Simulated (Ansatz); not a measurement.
# SiH3Br + HCl: a complex and its separated parts, part 2 of 2

Ansatz 0.2.0, Gaussian basis. Earlier steps stand in the parts before.

## 13. CAM-B3LYP-D4/def2-TZVPP

The inputs:

parta/in.yaml

```yaml
crystal:
  periodic: [false, false, false]
  atoms:
    - {symbol: Si, position_ang: [-0.851657, -0.633329, -0.154703]}
    - {symbol: Br, position_ang: [1.246607, -1.317632, -0.386809]}
    - {symbol: H, position_ang: [-1.749955, -1.772393, -0.449988]}
    - {symbol: H, position_ang: [-1.040802, -0.170876, 1.238831]}
    - {symbol: H, position_ang: [-1.089441, 0.475440, -1.106369]}
basis:
  gaussian: {orbitals: def2-TZVPP}
hamiltonian: {xc: {name: CAM-B3LYP}, dispersion: d4}
```

partb/in.yaml

```yaml
crystal:
  periodic: [false, false, false]
  atoms:
    - {symbol: H, position_ang: [1.846024, 1.101336, 0.261217]}
    - {symbol: Cl, position_ang: [1.639124, 2.317554, 0.597922]}
basis:
  gaussian: {orbitals: def2-TZVPP}
hamiltonian: {xc: {name: CAM-B3LYP}, dispersion: d4}
```

The same command starts each run, in its folder.

The run is started by

```bash
$ ansatz run in.yaml --threads 4 --pin off --events-out ev --progress --plain --max-ram 9574MiB
```

parta printed (excerpt; [...] marks lines left out):

```text
Functional definition: CAM-B3LYP
  name "CAM-B3LYP"
  cite "Yanai, Tew & Handy, Chem. Phys. Lett. 393, 51 (2004) doi:10.1016/j.cplett.2004.06.011"
  cite "Iikura, Tsuneda, Yanai & Hirao, J. Chem. Phys. 115, 3540 (2001) doi:10.1063/1.1383587"
  cite "Becke, Phys. Rev. A 38, 3098 (1988) doi:10.1103/PhysRevA.38.3098"
  cite "Lee, Yang & Parr, Phys. Rev. B 37, 785 (1988) doi:10.1103/PhysRevB.37.785"
[...]
881 factors; their error is unknown
187 factors; integrals over basis functions are off by at most 4.2e-5 eV
[...]
mean field -77977.65762112 eV, -2865.6260624214 hartree, gradient 2.9e-5 eV, S^2 0.000000; 0 other end points of the search recorded, 0 dependent functions left out
reference -77977.65772932 eV, -2865.6260663978 hartree; 26, 26 occupied and 106, 106 virtual orbitals, 881 factors
Total energy: -77977.72620926 eV, -2865.6285829891 hartree
```

Log of partb (excerpt; [...] marks lines left out):

```text
[... 6 set-up lines as earlier in the session ...]
[...]
  # Exact exchange under (alpha + beta erf(omega r))/r, Becke's under what is left of 1/r.
[...]
372 factors; their error is unknown
66 factors; integrals over basis functions are off by at most 7.5e-5 eV
[...]
mean field -12539.88294198 eV, -460.8321982800 hartree, gradient 2.6e-5 eV, S^2 0.000000; 0 other end points of the search recorded, 0 dependent functions left out
reference -12539.88301626 eV, -460.8322010095 hartree; 9, 9 occupied and 47, 47 virtual orbitals, 372 factors
Total energy: -12539.88749785 eV, -460.8323657050 hartree
```

They took 0.95 s (parta), 0.2 s (partb) on 4 threads of Arm Neoverse V1, shared host.

## 14. wB97X-V/def2-TZVPP

Each input of step 13 (parta, partb) changes in the same lines:

```diff
-hamiltonian: {xc: {name: CAM-B3LYP}, dispersion: d4}
+hamiltonian: {xc: {name: wB97X-V}}
```

One command serves all of them, each in its own folder.

The run is started by

```bash
$ ansatz run in.yaml --threads 4 --pin off --events-out ev --progress --plain --max-ram 9574MiB
```

parta printed (excerpt; [...] marks lines left out):

```text
Functional definition: wB97X-V
  name "wB97X-V"
  cite "Mardirossian & Head-Gordon, Phys. Chem. Chem. Phys. 16, 9904 (2014) doi:10.1039/C3CP54374A"
[... 2 set-up lines as earlier in the session ...]
[...]
      + integral(e_c_pw_opposite_spin*poly(b97_u_opposite, cos0, cos1)) + vv10(b, c)
881 factors; their error is unknown
167 factors; integrals over basis functions are off by at most 6.2e-5 eV
[...]
mean field -77966.46103746 eV, -2865.2145955614 hartree, gradient 5.7e-5 eV, S^2 0.000000; 0 other end points of the search recorded, 0 dependent functions left out
reference -77966.46103578 eV, -2865.2145954995 hartree; 26, 26 occupied and 106, 106 virtual orbitals, 881 factors
Total energy: -77966.46103578 eV, -2865.2145954995 hartree
```

partb printed (excerpt; [...] marks lines left out):

```text
[... 5 set-up lines as earlier in the session ...]
[...]
      + integral(e_c_pw_opposite_spin*poly(b97_u_opposite, cos0, cos1)) + vv10(b, c)
369 factors; their error is unknown
61 factors; integrals over basis functions are off by at most 9.0e-5 eV
[...]
mean field -12537.61273265 eV, -460.7487696257 hartree, gradient 5.7e-5 eV, S^2 0.000000; 0 other end points of the search recorded, 0 dependent functions left out
reference -12537.61273170 eV, -460.7487695908 hartree; 9, 9 occupied and 47, 47 virtual orbitals, 369 factors
Total energy: -12537.61273170 eV, -460.7487695908 hartree
```

Wall times: 2.3 s (parta), 0.4 s (partb) on 4 threads of Arm Neoverse V1, shared host.

## 15. wB97M-V/def2-TZVPP

The same edit goes into each in.yaml of step 14 (parta, partb):

```diff
-hamiltonian: {xc: {name: wB97X-V}}
+hamiltonian: {xc: {name: wB97M-V}}
```

Each run has its own folder and the same command.

The run is started by

```bash
$ ansatz run in.yaml --threads 4 --pin off --events-out ev --progress --plain --max-ram 9574MiB
```

Output in parta (excerpt; [...] marks lines left out):

```text
Functional definition: wB97M-V
  name "wB97M-V"
  cite "Mardirossian & Head-Gordon, J. Chem. Phys. 144, 214110 (2016) doi:10.1063/1.4952647"
[... 2 set-up lines as earlier in the session ...]
  # Of w^i u^j: cxij and so on, Table III.
[...]
  gx(w, u) = 1 - cx + cx01*u + cx10*w
[...]
      + integral(e_c_pw_mod_opposite_spin*gos(b97_w_opposite, b97_u_opposite)) + vv10(b, c)
876 factors; their error is unknown
167 factors; integrals over basis functions are off by at most 6.2e-5 eV
[...]
mean field -77969.33246900 eV, -2865.3201187240 hartree, gradient 3.6e-5 eV, S^2 0.000000; 0 other end points of the search recorded, 0 dependent functions left out
reference -77969.33250990 eV, -2865.3201202270 hartree; 26, 26 occupied and 106, 106 virtual orbitals, 876 factors
Total energy: -77969.33250990 eV, -2865.3201202270 hartree
```

partb printed (excerpt; [...] marks lines left out):

```text
[... 5 set-up lines as earlier in the session ...]
  # Of w^i u^j: cxij and so on, Table III.
[...]
  gx(w, u) = 1 - cx + cx01*u + cx10*w
[...]
      + integral(e_c_pw_mod_opposite_spin*gos(b97_w_opposite, b97_u_opposite)) + vv10(b, c)
369 factors; their error is unknown
61 factors; integrals over basis functions are off by at most 9.0e-5 eV
[...]
mean field -12538.73839181 eV, -460.7901368369 hartree, gradient 5.6e-5 eV, S^2 0.000000; 0 other end points of the search recorded, 0 dependent functions left out
reference -12538.73841486 eV, -460.7901376838 hartree; 9, 9 occupied and 47, 47 virtual orbitals, 369 factors
Total energy: -12538.73841486 eV, -460.7901376838 hartree
```

Times: 2.7 s (parta), 0.45 s (partb) on 4 threads of Arm Neoverse V1, shared host.

## 16. B2PLYP/def2-TZVPP

The same edit goes into each in.yaml of step 15 (parta, partb):

```diff
-hamiltonian: {xc: {name: wB97M-V}}
+hamiltonian: {xc: {name: B2PLYP}}
```

One command serves all of them, each in its own folder.

The run is started by

```bash
$ ansatz run in.yaml --threads 4 --pin off --events-out ev --progress --plain --max-ram 9574MiB
```

Output in parta (excerpt; [...] marks lines left out):

```text
Functional definition: B2PLYP
  name "B2PLYP"
  cite "Grimme, J. Chem. Phys. 124, 034108 (2006) doi:10.1063/1.2148954"
[... 2 set-up lines as earlier in the session ...]
[...]
794 factors; integrals over basis functions are off by at most 8.1e-4 eV
[...]
mean field -77956.74535644 eV, -2864.8575508694 hartree, gradient 2.3e-6 eV, S^2 0.000000; 0 other end points of the search recorded, 0 dependent functions left out
14 core orbitals not correlated: weight in the atoms' cores, before any rotation towards them, 1.000 or more for the frozen orbitals, at most 0.000 for the correlated occupied ones
reference -77956.74549796 eV, -2864.8575560702 hartree; 12, 12 occupied and 106, 106 virtual orbitals, 794 factors
second order -13.20221278 eV of doubles, -0.00000000 eV of singles
Total energy: -77960.31009541 eV, -2864.9885526103 hartree
```

partb printed (excerpt; [...] marks lines left out):

```text
[... 5 set-up lines as earlier in the session ...]
[...]
322 factors; integrals over basis functions are off by at most 1.4e-3 eV
[...]
mean field -12534.13736623 eV, -460.6210522655 hartree, gradient 9.7e-6 eV, S^2 0.000000; 0 other end points of the search recorded, 0 dependent functions left out
5 core orbitals not correlated: weight in the atoms' cores, before any rotation towards them, 1.000 or more for the frozen orbitals, at most 0.000 for the correlated occupied ones
reference -12534.13746299 eV, -460.6210558213 hartree; 4, 4 occupied and 47, 47 virtual orbitals, 322 factors
second order -6.68491011 eV of doubles, -0.00000000 eV of singles
Total energy: -12535.94238872 eV, -460.6873856185 hartree
```

They took 1.4 s (parta), 0.25 s (partb) on 4 threads of Arm Neoverse V1, shared host.

## 17. PBE-QIDH/def2-TZVPP

Each input of step 16 (parta, partb) changes in the same lines:

```diff
-hamiltonian: {xc: {name: B2PLYP}}
+hamiltonian: {xc: {name: PBE-QIDH}}
```

One command serves all of them, each in its own folder.

The run is started by

```bash
$ ansatz run in.yaml --threads 4 --pin off --events-out ev --progress --plain --max-ram 9574MiB
```

Log of parta (excerpt; [...] marks lines left out):

```text
Functional definition: PBE-QIDH
  name "PBE-QIDH"
  cite "Brémond, Sancho-García, Pérez-Jiménez & Adamo, J. Chem. Phys. 141, 031101 (2014) doi:10.1063/1.4890314"
[... 1 set-up line as earlier in the session ...]
[...]
794 factors; integrals over basis functions are off by at most 8.1e-4 eV
[...]
mean field -77947.80063457 eV, -2864.5288384037 hartree, gradient 4.5e-6 eV, S^2 0.000000; 0 other end points of the search recorded, 0 dependent functions left out
14 core orbitals not correlated: weight in the atoms' cores, before any rotation towards them, 1.000 or more for the frozen orbitals, at most 0.000 for the correlated occupied ones
reference -77947.80064526 eV, -2864.5288387965 hartree; 12, 12 occupied and 106, 106 virtual orbitals, 794 factors
second order -12.34544294 eV of doubles, -0.00000000 eV of singles
Total energy: -77951.91579291 eV, -2864.6800676832 hartree
```

partb printed (excerpt; [...] marks lines left out):

```text
[... 4 set-up lines as earlier in the session ...]
[...]
322 factors; integrals over basis functions are off by at most 1.4e-3 eV
[...]
mean field -12531.03297486 eV, -460.5069679867 hartree, gradient 2.4e-6 eV, S^2 0.000000; 0 other end points of the search recorded, 0 dependent functions left out
5 core orbitals not correlated: weight in the atoms' cores, before any rotation towards them, 1.000 or more for the frozen orbitals, at most 0.000 for the correlated occupied ones
reference -12531.03298122 eV, -460.5069682208 hartree; 4, 4 occupied and 47, 47 virtual orbitals, 322 factors
second order -6.22514402 eV of doubles, -0.00000000 eV of singles
Total energy: -12533.10802923 eV, -460.5832248285 hartree
```

They took 1.4 s (parta), 0.25 s (partb) on 4 threads of Arm Neoverse V1, shared host.

## 18. RPA on PBE/def2-TZVPP

Each input of step 17 (parta, partb) changes in the same lines:

```diff
-hamiltonian: {xc: {name: PBE-QIDH}}
+hamiltonian: {xc: pbe}
+correlation: {method: rpa}
```

One command serves all of them, each in its own folder.

The run is started by

```bash
$ ansatz run in.yaml --threads 4 --pin off --events-out ev --progress --plain --max-ram 9574MiB
```

Output in parta (excerpt; [...] marks lines left out):

```text
[... 4 set-up lines as earlier in the session ...]
[...]
794 factors; integrals over basis functions are off by at most 8.1e-4 eV
[...]
mean field -77959.23267249 eV, -2864.9489580480 hartree, gradient 5.4e-6 eV, S^2 0.000000; 0 other end points of the search recorded, 0 dependent functions left out
14 core orbitals not correlated: weight in the atoms' cores, before any rotation towards them, 1.000 or more for the frozen orbitals, at most 0.000 for the correlated occupied ones
reference -77909.38870229 eV, -2863.1172259289 hartree; 12, 12 occupied and 106, 106 virtual orbitals, 794 factors
Total energy: -77927.81480259 eV, -2863.7943726251 hartree
```

Log of partb (excerpt; [...] marks lines left out):

```text
[... 4 set-up lines as earlier in the session ...]
[...]
322 factors; integrals over basis functions are off by at most 1.4e-3 eV
[...]
mean field -12534.30961192 eV, -460.6273821779 hartree, gradient 3.3e-6 eV, S^2 0.000000; 0 other end points of the search recorded, 0 dependent functions left out
5 core orbitals not correlated: weight in the atoms' cores, before any rotation towards them, 1.000 or more for the frozen orbitals, at most 0.000 for the correlated occupied ones
reference -12519.65926201 eV, -460.0889917492 hartree; 4, 4 occupied and 47, 47 virtual orbitals, 322 factors
Total energy: -12529.02201345 eV, -460.4330665183 hartree
```

Wall times: 1.1 s (parta), 0.25 s (partb) on 4 threads of Arm Neoverse V1, shared host.

## 19. CCSD(T)/def2-TZVPP

Each input of step 18 (parta, partb) changes in the same lines:

```diff
-hamiltonian: {xc: pbe}
-correlation: {method: rpa}
+correlation: {method: ccsd_t}
```

The same command starts each run, in its folder.

The run is started by

```bash
$ ansatz run in.yaml --threads 4 --pin off --events-out ev --progress --plain --max-ram 9574MiB
```

parta printed (excerpt; [...] marks lines left out):

```text
Functional definition: HF
  name "HF"
  cite "Fock, Z. Phys. 61, 126 (1930) doi:10.1007/BF01340294"
[... 1 set-up line as earlier in the session ...]
[...]
794 factors; integrals over basis functions are off by at most 8.1e-4 eV
[...]
mean field -77910.26557455 eV, -2863.1494503900 hartree, gradient 3.6e-6 eV, S^2 0.000000; 0 other end points of the search recorded, 0 dependent functions left out
14 core orbitals not correlated: weight in the atoms' cores, before any rotation towards them, 1.000 or more for the frozen orbitals, at most 0.000 for the correlated occupied ones
reference -77910.26557455 eV, -2863.1494503900 hartree; 12, 12 occupied and 106, 106 virtual orbitals, 794 factors
second order -11.03967160 eV of doubles, -0.00000000 eV of singles
cycle   1  -11.44132064 eV  change   -4.0e-1 eV  update   6.6e-2
[...]
cycle   8  -11.77991328 eV  change   -2.4e-5 eV  update   1.3e-5
perturbative correction -0.37187313 eV, -0.0136660856 hartree
Total energy: -77922.41736096 eV, -2863.5960203039 hartree
```

partb printed (excerpt; [...] marks lines left out):

```text
[... 4 set-up lines as earlier in the session ...]
[...]
322 factors; integrals over basis functions are off by at most 1.4e-3 eV
[...]
mean field -12519.93380631 eV, -460.0990810658 hartree, gradient 2.9e-6 eV, S^2 0.000000; 0 other end points of the search recorded, 0 dependent functions left out
5 core orbitals not correlated: weight in the atoms' cores, before any rotation towards them, 1.000 or more for the frozen orbitals, at most 0.000 for the correlated occupied ones
reference -12519.93380631 eV, -460.0990810658 hartree; 4, 4 occupied and 47, 47 virtual orbitals, 322 factors
second order -5.53925270 eV of doubles, -0.00000000 eV of singles
cycle   1  -5.96027796 eV  change   -4.2e-1 eV  update   3.9e-2
[...]
cycle   7  -6.10181768 eV  change   -5.5e-6 eV  update   7.9e-6
perturbative correction -0.21572136 eV, -0.0079276139 hartree
Total energy: -12526.25134535 eV, -460.3312463434 hartree
```

Times: 2.8 s (parta), 0.2 s (partb) on 4 threads of Arm Neoverse V1, shared host; peak memory 0.49 GiB.

## 20. Vibrations of SiH3Br

vib-parta/in.yaml

```yaml
crystal:
  periodic: [false, false, false]
  atoms:
    - {symbol: Si, position_ang: [-0.851657, -0.633329, -0.154703]}
    - {symbol: Br, position_ang: [1.246607, -1.317632, -0.386809]}
    - {symbol: H, position_ang: [-1.749955, -1.772393, -0.449988]}
    - {symbol: H, position_ang: [-1.040802, -0.170876, 1.238831]}
    - {symbol: H, position_ang: [-1.089441, 0.475440, -1.106369]}
basis:
  gaussian: {orbitals: def2-TZVP}
hamiltonian: {xc: pbe0, dispersion: d4}
phonons: {temperatures: {t_min: 298.15, t_max: 900, t_step: 200}}
```

The run is started by

```bash
$ ansatz run in.yaml --threads 4 --pin off --events-out ev --progress --plain --max-ram 9574MiB
```

What it wrote (excerpt; [...] marks lines left out):

```text
[... 5 set-up lines as earlier in the session ...]
[...]
813 factors; their error is unknown
[...]
mean field -77962.57027808 eV, -2865.0716127915 hartree, gradient 6.0e-5 eV, S^2 0.000000; 0 other end points of the search recorded, 0 dependent functions left out
[...]
Atom 2 at    -1.749955    -1.772393    -0.449988 Å, force    -0.001603    -0.001842    -0.000474 eV/Å
Atom 3 at    -1.040802    -0.170876     1.238831 Å, force    -0.000488     0.000932     0.002398 eV/Å
Atom 4 at    -1.089441     0.475440    -1.106369 Å, force    -0.000570     0.002023    -0.001562 eV/Å
Dipole moment:    -0.255574     0.083359     0.028274 e Å
Vibrations: 430.11 624.08 624.08 923.86 943.46 943.47 2248.30 2263.53 2263.55 cm⁻¹, zero-point energy 0.698306 eV
```

Run time: 12 s. Hardware: 4 threads of Arm Neoverse V1, shared host.

Wavenumbers and character of the modes:

```csv
mode,wavenumber (cm⁻¹),character
1,430,Si–Br stretch
2,624,bend
3,624,bend
4,924,bend
5,943,bend
6,943,bend
7,2248,Si–H stretch
8,2264,Si–H stretch
9,2264,Si–H stretch
```

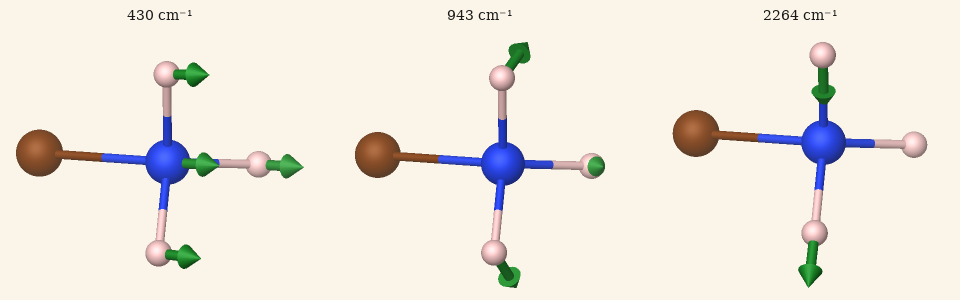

Displacements of 3 modes, as arrows.

Vibrational sums (real modes only):

```
T (K)  entropy (J/mol/K)  heat capacity (J/mol/K)
  298                8.5                     19.8
  498               22.8                     35.7
  698               36.6                     46.0
  898               49.1                     53.3
```

## 21. Vibrations of HCl

vib-partb/in.yaml

```yaml
crystal:
  periodic: [false, false, false]
  atoms:
    - {symbol: H, position_ang: [1.846024, 1.101336, 0.261217]}
    - {symbol: Cl, position_ang: [1.639124, 2.317554, 0.597922]}
basis:
  gaussian: {orbitals: def2-TZVP}
hamiltonian: {xc: pbe0, dispersion: d4}
phonons: {temperatures: {t_min: 298.15, t_max: 900, t_step: 200}}
```

The run is started by

```bash
$ ansatz run in.yaml --threads 4 --pin off --events-out ev --progress --plain --max-ram 9574MiB
```

What it wrote (excerpt; [...] marks lines left out):

```text
[... 5 set-up lines as earlier in the session ...]
[...]
312 factors; their error is unknown
[...]
mean field -12535.31645840 eV, -460.6643831035 hartree, gradient 4.2e-5 eV, S^2 0.000000; 0 other end points of the search recorded, 0 dependent functions left out
[...]
reference -12535.31636956 eV, -460.6643798386 hartree; 9, 9 occupied and 34, 34 virtual orbitals, 312 factors
Total energy: -12535.32105161 eV, -460.6645519008 hartree
Atom 0 at     1.846024     1.101336     0.261217 Å, force     0.000292    -0.001717    -0.000475 eV/Å
Atom 1 at     1.639124     2.317554     0.597922 Å, force    -0.000292     0.001717     0.000475 eV/Å
Dipole moment:     0.042487    -0.249749    -0.069142 e Å
Vibrations: 2997.45 cm⁻¹, zero-point energy 0.185818 eV
```

It took 1.1 s on 4 threads of Arm Neoverse V1, shared host.

The modes, with what each moves most:

| mode | wavenumber (cm⁻¹) | character |
| --- | --- | --- |
| 1 | 2997 | Cl–H stretch |

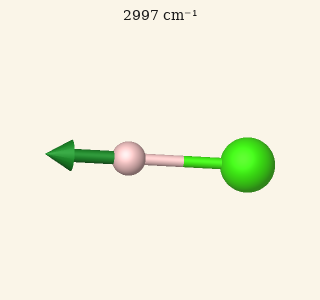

Displacements of 1 modes, as arrows.

Vibrational sums (real modes only):

| T (K) | entropy (J/mol/K) | heat capacity (J/mol/K) |
| --- | --- | --- |
| 298 | 0.0 | 0.0 |
| 498 | 0.0 | 0.1 |
| 698 | 0.1 | 0.7 |
| 898 | 0.4 | 1.6 |

## 22. Complex less separated parts

The complex's own energies come from single points at the same levels.

Rows are in def2-TZVPP; times add the 3 runs of a level on a shared host, so small differences are noise.

Differences are taken before rounding.

```csv
method,rung,complex less parts (eV),from CCSD(T) (eV),time
SPW92,LDA,-0.226,-0.125,1.3 s
PBE-D4,GGA,-0.162,-0.060,2 s
BLYP-D4,GGA,-0.151,-0.049,2.1 s
r2SCAN-D4,meta-GGA,-0.127,-0.025,4.8 s
B97M-V,meta-GGA,-0.116,-0.015,9.4 s
PBE0-D4,hybrid,-0.140,-0.038,3.1 s
B3LYP-D4,hybrid,-0.140,-0.039,3 s
r2SCAN0-D4,hybrid,-0.120,-0.019,5.4 s
BHLYP-D4,hybrid,-0.131,-0.030,2.9 s
CAM-B3LYP-D4,range-separated hybrid,-0.130,-0.029,3.3 s
wB97X-V,range-separated hybrid,-0.117,-0.016,7.7 s
wB97M-V,range-separated hybrid,-0.121,-0.019,9.2 s
B2PLYP,double hybrid,-0.078,+0.024,4.8 s
PBE-QIDH,double hybrid,-0.098,+0.004,5 s
RPA on PBE,RPA,-0.071,+0.031,4.2 s
Hartree-Fock,wavefunction,0.019,+0.120,
MP2,wavefunction,-0.123,-0.021,
CCSD,wavefunction,-0.082,+0.019,
CCSD(T),wavefunction,-0.102,0,46 s
```

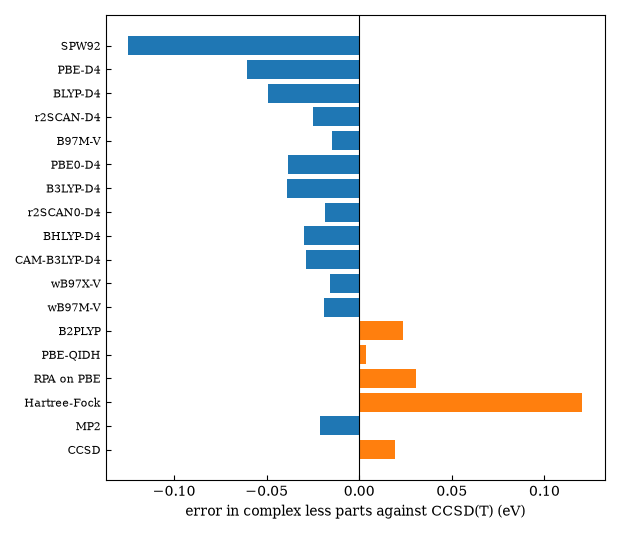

How far each level lands from CCSD(T).

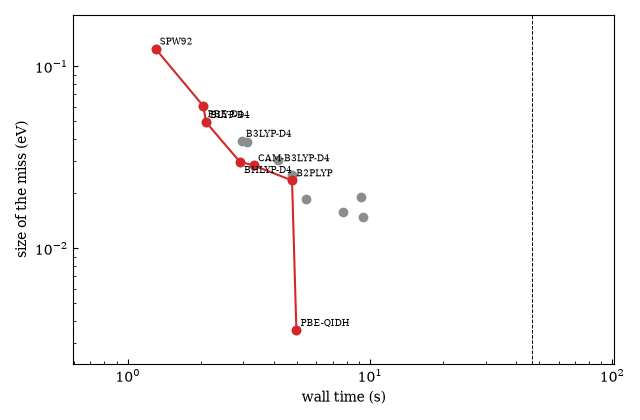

Accuracy for the time spent; red marks the levels that beat every quicker one drawn (of those quicker than the yardstick), and the dashed line is the time of CCSD(T). Only those levels and the largest misses are named. Times are from a shared host.

PBE-QIDH reaches 0.004 eV from the reference in 5 s, where CCSD(T) took 46 s; the quickest level in the cost chart, SPW92, takes 1.3 s and misses by 0.125 eV.

The complex's zero-point energy, from a separate PBE0-D4 run, is 0.920 eV.

## 23. What came out

This closing draws on all 2 parts.

```
                              quantity      value
complex less parts, CCSD(T)/def2-TZVPP  -0.102 eV
                with zero-point energy  -0.065 eV
                 largest T1 diagnostic      0.008
```

In words: At CCSD(T) the complex lies 0.102 eV below its parts. Among the functionals PBE-QIDH lands nearest to CCSD(T) (+0.004 eV) and SPW92 farthest (-0.125 eV). Mean unsigned error by rung: LDA 0.125, GGA 0.055, meta-GGA 0.020, hybrid 0.031, range-separated hybrid 0.021, double hybrid 0.014 eV. PBE-D4 gives a relative energy 0.060 eV too low, an error of 59 % of the reference. No counterpoise was applied, and triple zeta lacks some correlation, so the CCSD(T) reference has a basis error of its own, and close matches with it are partly luck.
